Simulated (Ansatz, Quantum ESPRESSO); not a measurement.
# The work function of Nb(110), 5 layers, one monolayer of Si on top sites, level by level, part 2 of 6

Aim: the work function of each face of Nb(110), 5 layers, one monolayer of Si on top sites, and how it moves with functional, pseudopotentials and boundary condition.

Quantum ESPRESSO 7.5; plane-wave DFT, PBE, GBRV ultrasoft pseudopotentials; geometry and cross-check by Ansatz 0.2.0 with PAW datasets.

So far: The starting structure; Geometry from Ansatz.

**2. Geometry from Ansatz (continued)**

Level of this step: plane-wave DFT, PBE, Ansatz PAW (Ansatz).

Relaxation path:

| step | energy less that of the first step (eV) | largest force component (eV/Å) |
| --- | --- | --- |
| 1 | 0.0000 | 0.5716 |
| 2 | -0.0096 | 0.6780 |
| 3 | -0.0407 | 0.0631 |
| 4 | -0.0412 | 0.0076 |

Forces are held to the 4 operations that the run works with; a distortion that breaks them can't arise in this run.

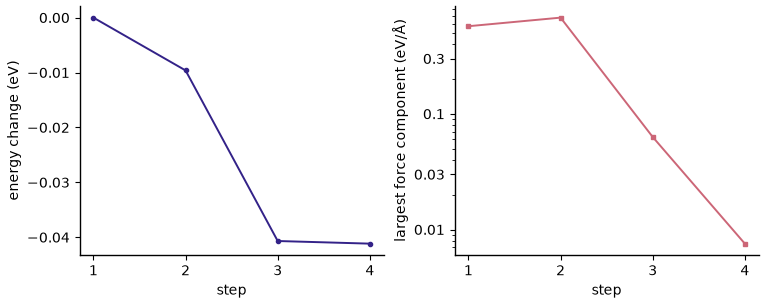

Energy and largest force along the relaxation.

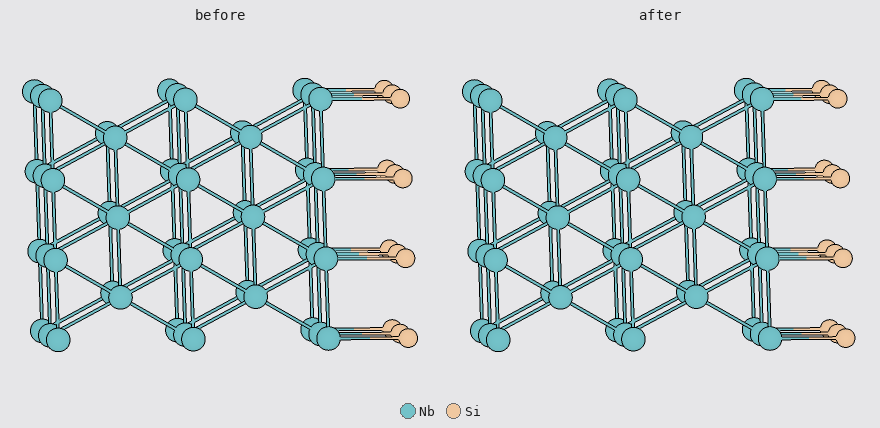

The structure before and after the relaxation, drawn at the same scale.

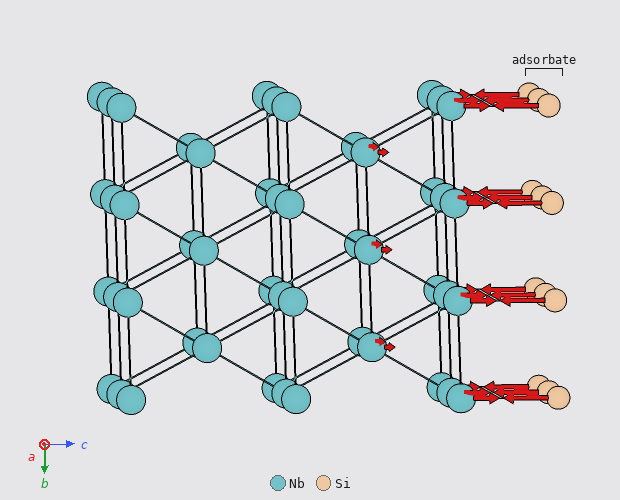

Displacements in the relaxation, exaggerated; the longest in the cell stands for 0.09 Å. 2×3×1 cells are drawn. Some periodic images of atoms are drawn too.

The atoms that moved most (Å):

| atom | dx | dy | dz | length |
| --- | --- | --- | --- | --- |
| Si6 | 0.000 | 0.000 | -0.088 | 0.088 |
| Nb5 | 0.000 | 0.000 | 0.052 | 0.052 |
| Nb4 | 0.000 | 0.000 | 0.022 | 0.022 |

The relaxed structure:

```cif
data_structure
_symmetry_space_group_name_H-M 'P 1'
_symmetry_Int_Tables_number 1
_cell_length_a 2.8579
_cell_length_b 2.8579
_cell_length_c 28.3338
_cell_angle_alpha 90.000
_cell_angle_beta 90.000
_cell_angle_gamma 70.529
_cell_volume 218.18
loop_
_atom_site_label
_atom_site_type_symbol
_atom_site_fract_x
_atom_site_fract_y
_atom_site_fract_z
_atom_site_occupancy
Nb1 Nb 0.00000 0.00000 0.29294 1
Nb2 Nb 0.50000 0.50000 0.37529 1
Nb3 Nb 0.00000 0.00000 0.45765 1
Nb4 Nb 0.50000 0.50000 0.54078 1
Nb5 Nb 0.00000 0.00000 0.62418 1
Si6 Si 0.00000 0.00000 0.71633 1
```

The relaxation lowers the energy by 7 meV an atom. Held were the atoms numbered 1, 2 and 3; the forces quoted are those on the free ones.

Numbers from this step:

- free energy: -23394.9438 eV
- energy at zero smearing: -23394.8104 eV
- smearing term TS: 0.2668 eV
- Fermi energy: 5.732 eV
- symmetry operations: 4
- work function of the upper face: 4.842 eV
- work function of the lower face: 4.537 eV
- dipole along the normal: -0.01298 e·Å

**3. SCF with pw.x**

A dipole correction (tefield, dipfield, eamp = 0) lets each face keep its own vacuum level; its ramp sits in the vacuum at emaxpos, and symmetry is switched off.

Level of this step: plane-wave DFT, PBE, GBRV ultrasoft pseudopotentials (Quantum ESPRESSO 7.5).

Input file scf.in:

```
&control
  prefix = 'scf'
  outdir = './out'
  pseudo_dir = './pseudo'
  calculation = 'scf'
  tprnfor = .true.
  tefield = .true.
  dipfield = .true.
/
&system
  ibrav = 0
  nat = 6
  ntyp = 2
  ecutwfc = 40
  ecutrho = 200
  occupations = 'smearing'
  smearing = 'mv'
  degauss = 0.02
  edir = 3
  emaxpos = 0.97
  eopreg = 0.04
  eamp = 0.0
/
&electrons
  conv_thr = 1e-07
  mixing_beta = 0.4
  electron_maxstep = 120
  mixing_mode = 'local-TF'
/
ATOMIC_SPECIES
  Nb  92.9064  nb_pbe_v1.uspp.F.UPF
  Si  28.0850  si_pbe_v1.uspp.F.UPF
CELL_PARAMETERS angstrom
  2.33345237790000 -1.65000000000000 0.00000000000000
  2.33345237790000 1.65000000000000 0.00000000000000
  0.00000000000000 0.00000000000000 28.33380951170000
ATOMIC_POSITIONS crystal
  Nb  0.000000000000 0.000000000000 0.292936253300
  Nb  0.500000000000 0.500000000000 0.375292012000
  Nb  0.000000000000 0.000000000000 0.457647770600
  Nb  0.500000000000 0.500000000000 0.540775934905
  Nb  -0.000000000000 -0.000000000000 0.624183082105
  Si  -0.000000000000 -0.000000000000 0.716325682595
K_POINTS automatic
  10 10 1 0 0 0
```

Run with:

```
$ OMP_NUM_THREADS=1 mpirun -n 4 pw.x -nk 4 -in scf.in > scf.out
```

Numbers of over 12 decimals in the logs are rounded to 6 here.

What it wrote:

```text
Program PWSCF v.7.5 starts
[citation notice left out]

     Parallel version (MPI & OpenMP), running on       4 processor cores
     Number of MPI processes:                 4
     Threads/MPI process:                     1

     MPI processes distributed on     1 nodes
[...]
Current dimensions of program PWSCF are:
     Max number of different atomic species (ntypx) = 10
     Max number of k-points (npk) =  40000
     Max angular momentum in pseudopotentials (lmaxx) =  4
     Presently no symmetry can be used with electric field

     K-points division:     npool     =       4
     Subspace diagonalization in iterative solution of the eigenvalue problem:
     a serial algorithm will be used

     G-vector sticks info
     --------------------
     sticks:   dense  smooth     PW     G-vecs:    dense   smooth      PW
     Sum         437     345    117                70217    50303    9411

     Using Slab Decomposition

     bravais-lattice index     =            0
     lattice parameter (alat)  =       5.4006  a.u.
     unit-cell volume          =    1472.3615 (a.u.)^3
     number of atoms/cell      =            6
     number of atomic types    =            2
     number of electrons       =        69.00
     number of Kohn-Sham states=           42
     kinetic-energy cutoff     =      40.0000  Ry
     charge density cutoff     =     200.0000  Ry
     scf convergence threshold =      1.0E-07
     mixing beta               =       0.4000
     number of iterations used =            8  local-TF  mixing
     Exchange-correlation= SLA  PW   PBE  PBE
                           (   1   4   3   4   0   0   0)

     celldm(1)=   5.400618  celldm(2)=   0.000000  celldm(3)=   0.000000
     celldm(4)=   0.000000  celldm(5)=   0.000000  celldm(6)=   0.000000

     crystal axes: (cart. coord. in units of alat)
               a(1) = (   0.816497  -0.577350   0.000000 )
               a(2) = (   0.816497   0.577350   0.000000 )
               a(3) = (   0.000000   0.000000   9.914262 )

     reciprocal axes: (cart. coord. in units 2 pi/alat)
               b(1) = (  0.612372 -0.866025  0.000000 )
               b(2) = (  0.612372  0.866025 -0.000000 )
               b(3) = ( -0.000000  0.000000  0.100865 )

     PseudoPot. # 1 for Nb read from file:
     ./pseudo/nb_pbe_v1.uspp.F.UPF
     Pseudo is Ultrasoft + core correction, Zval = 13.0
     Generated by new atomic code, or converted to UPF format
     Using radial grid of  887 points,  6 beta functions with:
                l(1) =   0
                l(2) =   0
                l(3) =   1
                l(4) =   1
                l(5) =   2
                l(6) =   2
     Q(r) pseudized with  6 coefficients,  rinner =    1.000   1.000   1.000
                                                       1.000   1.000

     PseudoPot. # 2 for Si read from file:
     ./pseudo/si_pbe_v1.uspp.F.UPF
     Pseudo is Ultrasoft + core correction, Zval =  4.0
     Generated by new atomic code, or converted to UPF format
     Using radial grid of  899 points,  6 beta functions with:
                l(1) =   0
                l(2) =   0
                l(3) =   1
                l(4) =   1
                l(5) =   2
                l(6) =   2
     Q(r) pseudized with  8 coefficients,  rinner =    0.900   0.900   0.900
                                                       0.900   0.900

     atomic species   valence    mass     pseudopotential
     Nb               13.00    92.90640     Nb( 1.00)
     Si                4.00    28.08500     Si( 1.00)

     No symmetry found

   Cartesian axes

     site n.     atom                  positions (alat units)
         1        Nb     tau(   1) = (   0.0000000   0.0000000   2.9042468  )
         2        Nb     tau(   2) = (   0.8164966   0.0000000   3.7207434  )
         3        Nb     tau(   3) = (   0.0000000   0.0000000   4.5372400  )
         4        Nb     tau(   4) = (   0.8164966   0.0000000   5.3613944  )
         5        Nb     tau(   5) = (   0.0000000   0.0000000   6.1883147  )
         6        Si     tau(   6) = (   0.0000000   0.0000000   7.1018406  )

     number of k points=    52  Marzari-Vanderbilt smearing, width (Ry)=  0.0200
                       cart. coord. in units 2pi/alat
        k(    1) = (   0.0000000   0.0000000   0.0000000), wk =   0.0200000
        k(    2) = (   0.0612372   0.0866025   0.0000000), wk =   0.0400000
        k(    3) = (   0.1224745   0.1732051   0.0000000), wk =   0.0400000
        k(    4) = (   0.1837117   0.2598076   0.0000000), wk =   0.0400000
        k(    5) = (   0.2449490   0.3464102   0.0000000), wk =   0.0400000
        k(    6) = (  -0.3061862  -0.4330127   0.0000000), wk =   0.0200000
        k(    7) = (   0.0612372  -0.0866025   0.0000000), wk =   0.0400000
        k(    8) = (   0.1224745   0.0000000   0.0000000), wk =   0.0400000
        k(    9) = (   0.1837117   0.0866025   0.0000000), wk =   0.0400000
        k(   10) = (   0.2449490   0.1732051   0.0000000), wk =   0.0400000
[...]
k(   52) = (  -0.6123724   0.0000000   0.0000000), wk =   0.0200000

     Dense  grid:    70217 G-vectors     FFT dimensions: (  25,  25, 243)

     Smooth grid:    50303 G-vectors     FFT dimensions: (  24,  24, 216)

     Estimated max dynamical RAM per process >     164.55 MB

     Estimated total dynamical RAM >     606.76 MB

     Check: negative core charge=   -0.000001

     Initial potential from superposition of free atoms

     starting charge      68.9857, renormalised to      69.0000

     negative rho (up, down):  2.804E-03 0.000E+00

     Adding external electric field

     Computed dipole along edir(3) :
        Dipole               -0.0022 Ry au,         -0.0056 Debye
        Dipole field         -0.0000 Ry au,

        Potential amp.        0.0019 Ry
        Total length         51.4014 bohr

     Starting wfcs are   69 randomized atomic wfcs

     total cpu time spent up to now is        4.0 secs

     per-process dynamical memory:   105.8 Mb

     Self-consistent Calculation

     iteration #  1     ecut=    40.00 Ry     beta= 0.40
     Davidson diagonalization with overlap
     ethr =  1.00E-02,  avg # of iterations =  2.0

     negative rho (up, down):  1.134E-03 0.000E+00

     Adding external electric field

     Computed dipole along edir(3) :
        Dipole               -0.0046 Ry au,         -0.0118 Debye
        Dipole field         -0.0000 Ry au,

        Potential amp.        0.0041 Ry
        Total length         51.4014 bohr

[...]
estimated scf accuracy    <       0.00025721 Ry

     iteration # 13     ecut=    40.00 Ry     beta= 0.40
[...]
negative rho (up, down):  3.162E-03 0.000E+00

[...]
Dipole               -0.0240 Ry au,         -0.0609 Debye
[...]
total energy              =    -599.08114259 Ry
     estimated scf accuracy    <       0.00006922 Ry

     iteration # 14     ecut=    40.00 Ry     beta= 0.40
[...]
negative rho (up, down):  3.089E-03 0.000E+00

[...]
Dipole               -0.0233 Ry au,         -0.0592 Debye
[...]
total energy              =    -599.08114565 Ry
     estimated scf accuracy    <       0.00023476 Ry

     iteration # 15     ecut=    40.00 Ry     beta= 0.40
[...]
negative rho (up, down):  3.070E-03 0.000E+00

[...]
Dipole               -0.0224 Ry au,         -0.0569 Debye
[...]
total energy              =    -599.08114580 Ry
     estimated scf accuracy    <       0.00024632 Ry

     iteration # 16     ecut=    40.00 Ry     beta= 0.40
[...]
negative rho (up, down):  2.961E-03 0.000E+00

[...]
Dipole               -0.0181 Ry au,         -0.0459 Debye
[...]
total energy              =    -599.08114363 Ry
     estimated scf accuracy    <       0.00018780 Ry

     iteration # 17     ecut=    40.00 Ry     beta= 0.40
[...]
negative rho (up, down):  2.991E-03 0.000E+00

[...]
Dipole               -0.0189 Ry au,         -0.0480 Debye
[...]
total energy              =    -599.08114519 Ry
     estimated scf accuracy    <       0.00000966 Ry

     iteration # 18     ecut=    40.00 Ry     beta= 0.40
[...]
negative rho (up, down):  3.034E-03 0.000E+00

[...]
Dipole               -0.0197 Ry au,         -0.0500 Debye
[...]
total energy              =    -599.08114521 Ry
     estimated scf accuracy    <       0.00000056 Ry

     iteration # 19     ecut=    40.00 Ry     beta= 0.40
[...]
negative rho (up, down):  3.053E-03 0.000E+00

[...]
Dipole               -0.0198 Ry au,         -0.0503 Debye
[...]
total energy              =    -599.08114530 Ry
     estimated scf accuracy    <       0.00000033 Ry

     iteration # 20     ecut=    40.00 Ry     beta= 0.40
[...]
negative rho (up, down):  3.004E-03 0.000E+00

[...]
Dipole               -0.0200 Ry au,         -0.0509 Debye
[...]
End of self-consistent calculation

          k = 0.0000 0.0000 0.0000 (  6353 PWs)   bands (ev):

   -48.8224 -48.7404 -48.5831 -48.5156 -48.4147 -25.2788 -25.1268 -24.8072
   -24.4603 -24.4323 -24.4160 -24.2561 -24.1881 -24.1264 -24.1241 -24.0854
   -23.9841 -23.9682 -23.9491 -23.9107  -4.0054   0.1321   0.8497   1.6894
     2.1099   2.1453   3.2777   4.1944   4.4612   4.9083   5.3920   5.4291
     5.8274   5.9026   6.0052   6.3136   6.4200   7.1894   7.3436   8.3935
     8.4139   8.4432

          k = 0.0612 0.0866 0.0000 (  6350 PWs)   bands (ev):

   -48.8096 -48.7273 -48.5686 -48.5051 -48.4073 -25.2465 -25.1100 -24.8213
   -24.5413 -24.4756 -24.4270 -24.2797 -24.2383 -24.2055 -24.1668 -24.0621
   -24.0532 -24.0048 -23.9913 -23.9471  -3.8150   0.4269   1.1237   1.9622
     2.3993   2.4387   3.4165   4.2638   4.5132   4.9429   5.2676   5.4497
     5.5907   5.7858   5.9318   6.1443   6.4575   6.7878   7.3319   8.1929
     8.2657   8.4363

          k = 0.1225 0.1732 0.0000 (  6311 PWs)   bands (ev):

   -48.7758 -48.6928 -48.5293 -48.4774 -48.3887 -25.1644 -25.0724 -24.8892
   -24.7401 -24.6476 -24.5494 -24.4281 -24.3624 -24.2856 -24.2300 -24.2074
   -24.1116 -24.0597 -24.0199 -23.9685  -3.2501   1.1997   1.7812   2.5334
     3.0536   3.0928   3.7338   4.3814   4.5912   4.9128   5.0924   5.1172
     5.3727   5.4197   5.5429   5.8439   6.0711   6.9241   7.7811   8.1985
     8.2463   8.3244

          k = 0.1837 0.2598 0.0000 (  6284 PWs)   bands (ev):

   -48.7337 -48.6498 -48.4769 -48.4431 -48.3689 -25.1351 -25.0806 -25.0350
   -24.9784 -24.8506 -24.7839 -24.6319 -24.4741 -24.3507 -24.3011 -24.2380
   -24.1876 -24.0811 -24.0147 -23.9792  -2.3337   2.0928   2.3029   2.7367
     3.1963   3.4864   4.0288   4.4008   4.4824   4.6414   4.7307   4.9855
     5.2214   5.4156   5.6026   5.7572   5.8541   7.1730   7.8554   8.2484
     8.5118   8.6772

          k = 0.2449 0.3464 0.0000 (  6297 PWs)   bands (ev):

   -48.6994 -48.6147 -48.4282 -48.4153 -48.3588 -25.2894 -25.2349 -25.1957
   -25.1273 -25.0230 -24.8008 -24.6805 -24.5135 -24.4117 -24.3531 -24.2629
   -24.2308 -24.0799 -24.0112 -23.9876  -1.1397   2.2720   2.3838   2.6284
     2.9961   3.1913   3.4095   4.1883   4.2594   4.3518   4.4337   4.6884
     5.0700   5.8157   5.9984   6.6953   6.9816   7.4578   8.3671   8.5827
     8.6988   8.9350

          k =-0.3062-0.4330 0.0000 (  6290 PWs)   bands (ev):

   -48.6861 -48.6012 -48.4060 -48.4038 -48.3592 -25.3681 -25.3066 -25.2752
   -25.1762 -25.1267 -24.7470 -24.6592 -24.5180 -24.4364 -24.4014 -24.2753
   -24.2372 -24.0771 -24.0096 -23.9916  -0.2367   1.6689   2.3013   2.3174
     2.9212   2.9263   3.3544   4.1383   4.1567   4.2522   4.3064   4.5519
     5.3543   6.1491   6.1800   7.3065   7.3227   8.0023   8.5317   8.6977
     8.7221   8.8567

[...]
the Fermi energy is     5.7950 ev

!    total energy              =    -599.08114532 Ry
     estimated scf accuracy    <       0.00000008 Ry
     smearing contrib. (-TS)   =       0.00018639 Ry
     internal energy E=F+TS    =    -599.08133171 Ry

     The total energy is F=E-TS. E is the sum of the following terms:
     one-electron contribution =   -6021.79496408 Ry
     hartree contribution      =    3018.18327356 Ry
     xc contribution           =     -96.15577493 Ry
     ewald contribution        =    2500.68613032 Ry
     electric field correction =       0.00000343 Ry

     convergence has been achieved in  20 iterations

     negative rho (up, down):  3.004E-03 0.000E+00

     Forces acting on atoms (cartesian axes, Ry/au):

     atom    1 type  1   force =    -0.00000000    0.00000015    0.01313097
     atom    2 type  1   force =    -0.00000020   -0.00000004   -0.01598033
     atom    3 type  1   force =     0.00000002    0.00000039    0.00416968
     atom    4 type  1   force =     0.00000003   -0.00000008   -0.00106647
     atom    5 type  1   force =     0.00000011   -0.00000040    0.00095673
     atom    6 type  2   force =     0.00000004   -0.00000001   -0.00121058

     Total force =     0.021182     Total SCF correction =     0.000440

[...]
=------------------------------------------------------------------------------=
   JOB DONE.
=------------------------------------------------------------------------------=
[key lines of the parts left out:]
Dipole field         -0.0002 Ry au,
```

Elapsed: 86 s, on 4 MPI ranks of Intel Xeon Platinum 8559C (Emerald Rapids), shared host; peak memory 0.78 GiB.

This step gave:

* free energy: -8150.9142 eV
* Fermi energy: 5.795 eV
* dipole along the normal: -0.01060 e·Å

The run needed 20 iterations to bring the estimated error under 1e-07 Ry; the largest force on any atom, held or free, is 0.41 eV/Å.

**4. Electrostatic potential**

The vacuum level is read from the electrostatic potential (plot_num = 11), averaged over planes.

Input file pot.in:

```
&inputpp
  prefix = 'scf'
  outdir = './out'
  filplot = 'pot.dat'
  plot_num = 11
/
```

Run with:

```
$ OMP_NUM_THREADS=1 mpirun -n 4 pp.x -in pot.in > pot.out
```

What it wrote:

```text
[banner, memory and clock lines left out]
Program POST-PROC v.7.5 starts

          URL

     ./out/scf.save/

     IMPORTANT: XC functional enforced from input :
     Exchange-correlation= PBE
                           (   1   4   3   4   0   0   0)
     Any further DFT definition will be discarded
     Please, verify this is what you really want

     Check: negative core charge=   -0.000001

     negative rho (up, down):  3.004E-03 0.000E+00

     Adding external electric field

     Computed dipole along edir(3) :
        Dipole               -0.0200 Ry au,         -0.0509 Debye
        Dipole field         -0.0002 Ry au,

        Potential amp.        0.0176 Ry
        Total length         51.4014 bohr

     Calling punch_plot, plot_num =  11

     Adding external electric field

     Computed dipole along edir(3) :
        Dipole               -0.0200 Ry au,         -0.0509 Debye
        Dipole field         -0.0002 Ry au,

        Potential amp.        0.0176 Ry
        Total length         51.4014 bohr

     Writing data to file  pot.dat
     Message from routine chdens:
     namelist plot not found or invalid, exiting
```

The job ended after 1.2 s (4 MPI ranks; peak memory 0.09 GiB; 3.8 s of CPU time).

This step gave:

* work function of the upper face: 4.845 eV
* slope of the potential above: 1.17e-4 eV/Å
* upper vacuum line continued to the top atoms, over the Fermi level: 4.844 eV
* work function of the lower face: 4.595 eV
* slope of the potential below: -7.87e-4 eV/Å
* lower vacuum line continued to the bottom atoms, over the Fermi level: 4.590 eV

The potential energy, planar mean oscillates, so the rows of the table below give means over windows of 2.39 Å about each position, cut where the curve ends. Its maxima inside the range that stand out by 2 % of the span (Å: eV): 9.4: -1.12, 11.8: -1.19, 14.1: -1.01, 16.6: -1.00, 19.1: 1.53. Its minima: 8.3: -31.2, 10.6: -31.1, 12.9: -31.0, 15.3: -30.9, 17.7: -31.1, 20.3: -13.7.

Electrostatic potential energy of an electron, with the sawtooth; zero at the Fermi level. Table of potential energy, planar mean by z; means over each step:

| z (Å) | potential energy, planar mean (eV) |
| --- | --- |
| 1.20 | 4.60 |
| 3.58 | 4.59 |
| 5.97 | 3.68 |
| 8.36 | -13.6 |
| 10.75 | -13.6 |
| 13.14 | -13.5 |
| 15.53 | -13.5 |
| 17.92 | -13.2 |
| 20.31 | -5.41 |
| 22.70 | 4.51 |
| 25.09 | 4.84 |
| 27.48 | 4.81 |

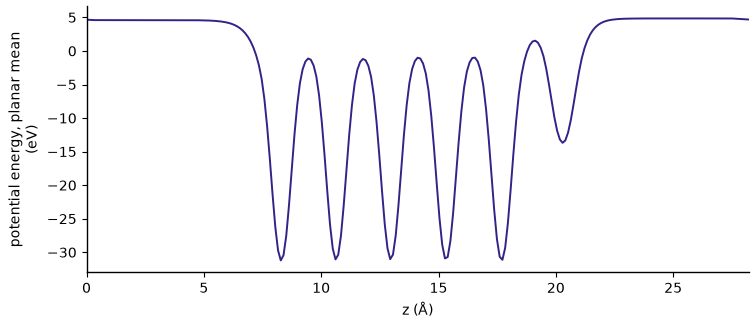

Potential energy, planar mean against z.

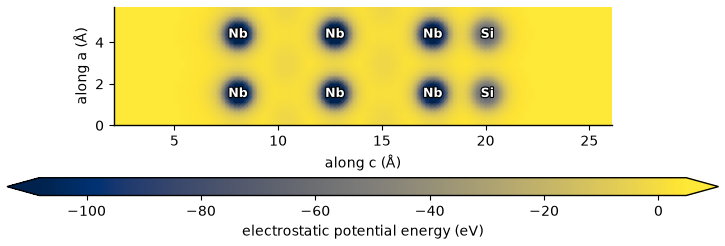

Electrostatic potential energy in the ca plane at fractional y = 0.000, with atoms of Nb and Si within 0.2 Å of it. With pseudopotentials it is smooth inside the atoms' cores, unlike the true potential. The map starts off the cell's origin, so that atoms lie inside it. The far vacuum is left out of the map.

The vacuum is flat to 0.8 meV/Å, so its level is well defined. Inside the slab the curve depends on the local part of the pseudopotentials; only the vacuum level has a meaning of its own.

(Part 2 of 6 ends here.)

[Logs are printed without paths, hosts, clocks, repeated set-up lines and the standing remarks that a program may print on its own settings, such as how far it seeks lower states.]

[Hosts, paths, dates, database ids (printed as entryN), source tags and the programs' standing remarks are cut or masked in the printed files.]

[Maps of the electrostatic potential energy from Ansatz leave out the sawtooth potential of an applied field or a dipole correction, so their vacuum need not be flat; planar profiles and work functions include it.]
